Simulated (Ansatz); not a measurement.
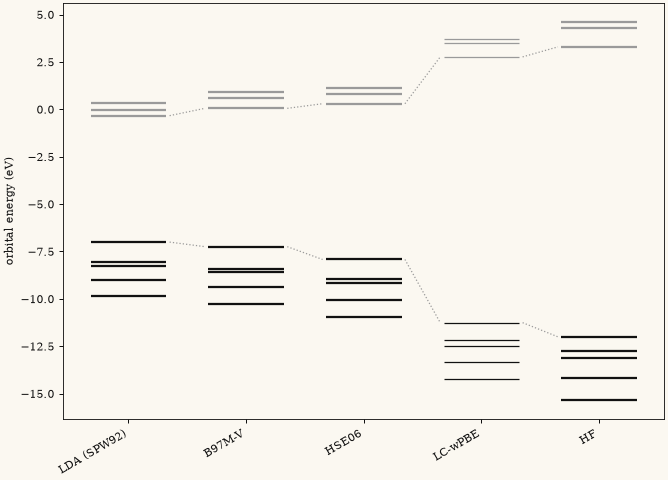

Frontier orbital energies of SiNH₃ClF, SMILES N[Si@H](F)Cl at one geometry, def2-TZVPP, the Ansatz code 0.2.0, at a PBE0-D4/def2-TZVP geometry (a minimum by its frequencies). Empty levels are grey, levels within 0.1 eV stand side by side; all columns show the same few orbitals around the gap. Dotted lines join the HOMOs and the LUMOs.

> How do the frontier levels move from column to column?

The separation grows from 6.67 eV (LDA (SPW92)) to 15.30 eV (HF).

```csv
level,HOMO (eV),LUMO (eV),separation (eV)
LDA (SPW92),−7.01,−0.34,6.67
B97M-V,−7.25,0.05,7.30
HSE06,−7.92,0.29,8.22
LC-wPBE,−11.26,2.77,14.02
HF,−12.00,3.29,15.30
```

Caveats, for all or some of the runs: empty levels above zero depend strongly on the basis.
